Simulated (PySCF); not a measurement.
# revPBE/def2-TZVPPD run of BCl (SMILES [B]Cl)

Aim: the vertical ionisation energy of BCl at revPBE/def2-TZVPPD, from 2 runs. Input form: a Python script.

Program for the calculation: PySCF 2.14.0.

2 further runs of the same task are left out: 2 set aside as unsound or not needed.

## (1) Starting point

BCl has 2 atoms, charge 0, and is taken as a singlet. As SMILES, `[B]Cl`. The shape is that of a GFN2-xTB optimisation.

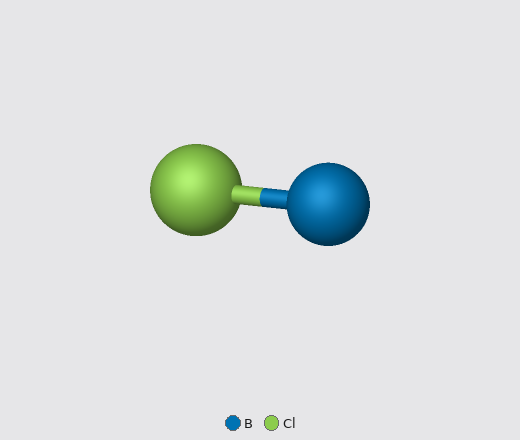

The structure, seen from a chosen angle (boron blue, chlorine green).

## (2) The energy at revPBE/def2-TZVPPD

File input.xyz:

```xyz
2
BCl
B      0.000000     0.000000     0.000000
Cl     0.000000     0.000000     1.578530
```

File input.py:

```python
# BCl
from pyscf import gto, dft

molecule = gto.Mole()
molecule.atom = 'input.xyz'
molecule.charge = 0
molecule.max_memory = 1860
molecule.verbose = 4
molecule.basis = 'def2-tzvppd'
molecule.build()

mf = dft.RKS(molecule, xc='revpbe')
mf.grids.level = 5
mf.conv_tol = 1e-10
mf.kernel()
if not mf.converged:
    mf = mf.newton().run(mf.mo_coeff, mf.mo_occ)

etot = mf.e_tot
print('Final energy', etot)
```

Started as:

```console
$ OMP_NUM_THREADS=1 python input.py
```

The log of the run:

```text
PySCF version 2.14.0

[INPUT] num. atoms = 2
[INPUT] num. electrons = 22
[INPUT] charge = 0
[INPUT] spin (= nelec alpha-beta = 2S) = 0
[INPUT] symmetry False subgroup None
[INPUT] Mole.unit = angstrom
[INPUT] Symbol           X                Y                Z      unit          X                Y                Z       unit  Magmom
[INPUT]  1 B      0.000000000000   0.000000000000   0.000000000000 AA    0.000000000000   0.000000000000   0.000000000000 Bohr   0.0
[INPUT]  2 Cl     0.000000000000   0.000000000000   1.578530000000 AA    0.000000000000   0.000000000000   2.982989379410 Bohr   0.0

nuclear repulsion = 28.4949053411719
number of shells = 30
number of NR pGTOs = 124
number of NR cGTOs = 88
basis = def2-tzvppd
ecp = {}

******** <class 'pyscf.dft.rks.RKS'> ********
method = RKS
initial guess = minao
damping factor = 0
level_shift factor = 0
DIIS = <class 'pyscf.scf.diis.CDIIS'>
diis_start_cycle = 1
diis_space = 8
diis_damp = 0
SCF conv_tol = 1e-10
SCF conv_tol_grad = None
SCF max_cycles = 50
direct_scf = True
direct_scf_tol = 1e-13
XC library pyscf.dft.libxc version 7.0.0
    S. Lehtola, C. Steigemann, M. J.T. Oliveira, and M. A.L. Marques.,  SoftwareX 7, 1–5 (2018)
XC functionals = revpbe
    Y. Zhang and W. Yang.,  Phys. Rev. Lett. 80, 890 (1998)
    J. P. Perdew, K. Burke, and M. Ernzerhof.,  Phys. Rev. Lett. 77, 3865 (1996)
    J. P. Perdew, K. Burke, and M. Ernzerhof.,  Phys. Rev. Lett. 78, 1396 (1997)
radial grids:
    Treutler-Ahlrichs [JCP 102, 346 (1995); DOI:10.1063/1.469408] (M4) radial grids

becke partition: Becke, JCP 88, 2547 (1988); DOI:10.1063/1.454033
pruning grids: <function nwchem_prune>
grids dens level: 5
symmetrized grids: False
atomic radii adjust function: <function treutler_atomic_radii_adjust>
small_rho_cutoff = 0
Set gradient conv threshold to 1e-05
Initial guess from minao.
tot grids = 86208
init E= -485.138185764966
  HOMO = -0.238907551390252  LUMO = -0.101269690907434  gap/eV = 3.74532
cycle= 1 E= -484.892541635517  delta_E= 0.246  |g|= 0.19  |ddm|= 1.19
  HOMO = -0.177694664464155  LUMO = -0.0727625353425774  gap/eV = 2.85535
cycle= 2 E= -484.879169191006  delta_E= 0.0134  |g|= 0.28  |ddm|= 0.325
  HOMO = -0.212307960781985  LUMO = -0.0954928135119455  gap/eV = 3.17870
cycle= 3 E= -484.900844196301  delta_E= -0.0217  |g|= 0.065  |ddm|= 0.234
  HOMO = -0.212140706534729  LUMO = -0.095825266650591  gap/eV = 3.16510
cycle= 4 E= -484.901945248615  delta_E= -0.0011  |g|= 0.0152  |ddm|= 0.059
  HOMO = -0.211797900635023  LUMO = -0.0946021391223664  gap/eV = 3.18906
cycle= 5 E= -484.901986764761  delta_E= -4.15e-05  |g|= 0.00112  |ddm|= 0.015
  HOMO = -0.211421490658623  LUMO = -0.0944044406391874  gap/eV = 3.18420
cycle= 6 E= -484.901987053701  delta_E= -2.89e-07  |g|= 0.00049  |ddm|= 0.00178
  HOMO = -0.211548780324868  LUMO = -0.0944831824798574  gap/eV = 3.18552
cycle= 7 E= -484.901987149473  delta_E= -9.58e-08  |g|= 3.19e-05  |ddm|= 0.000714
  HOMO = -0.211542378095224  LUMO = -0.0944775104453585  gap/eV = 3.18550
cycle= 8 E= -484.901987149785  delta_E= -3.11e-10  |g|= 2.64e-06  |ddm|= 5.01e-05
  HOMO = -0.211543064908149  LUMO = -0.0944783149277593  gap/eV = 3.18549
cycle= 9 E= -484.901987149787  delta_E= -2.84e-12  |g|= 5.65e-07  |ddm|= 5.48e-06
  HOMO = -0.211543113066025  LUMO = -0.0944782591863148  gap/eV = 3.18550
Extra cycle  E= -484.901987149787  delta_E= 3.41e-13  |g|= 1.1e-06  |ddm|= 1.82e-06
converged SCF energy = -484.901987149787
Final energy -484.90198714978715
```

Wall time 5.1 s (1 thread of Arm Neoverse V1, shared host); peak memory 0.4 GiB.

## (3) The doublet cation

File calc.py:

```python
from pyscf import gto, dft

mol = gto.M(
    atom='''
B      0.000000     0.000000     0.000000
Cl     0.000000     0.000000     2.982989
''',
    charge=1,
    verbose=3,
    spin=1,
    max_memory=1860,
    basis='def2-tzvppd',
    unit='bohr',
)

mf = dft.UKS(mol)
mf.xc = 'revpbe'
mf.grids.level = 5
mf.conv_tol = 1e-10
mf.kernel()
if not mf.converged:
    mf = mf.newton().run(mf.mo_coeff, mf.mo_occ)

e_tot = mf.e_tot
print('E = %.10f Eh' % e_tot)
```

Started as:

```console
$ OMP_NUM_THREADS=1 python calc.py
```

The log of the run:

```text
WARN: HOMO -0.238907551739274 >= LUMO -0.238907551739278

converged SCF energy = -484.558748277036  <S^2> = 0.75828348  2S+1 = 2.0082664
E = -484.5587482770 Eh
```

Run time: 13 s. Hardware: 1 thread of Arm Neoverse V1, shared host; peak memory 0.41 GiB.

## (4) What came out

At revPBE/def2-TZVPPD:

```
                                          quantity          value
                         singlet BCl: total energy  -484.90199 Eh
                        singlet BCl: dipole moment         2.57 D
                          singlet BCl: HOMO energy       -5.76 eV
                          singlet BCl: LUMO energy       -2.57 eV
                        singlet BCl: HOMO–LUMO gap        3.19 eV
                      doublet cation: total energy  -484.55875 Eh
doublet cation: HOMO energy (highest over α and β)      -15.91 eV
 doublet cation: LUMO energy (lowest over α and β)      -12.57 eV
                              doublet cation: ⟨S²⟩          0.758
vertical ionisation energy (to the doublet cation)       9.340 eV
```

Removing an electron at fixed nuclei costs 9.34 eV (215 kcal/mol). The negative HOMO energy of the first species, 5.76 eV, lies 3.58 eV below that difference.
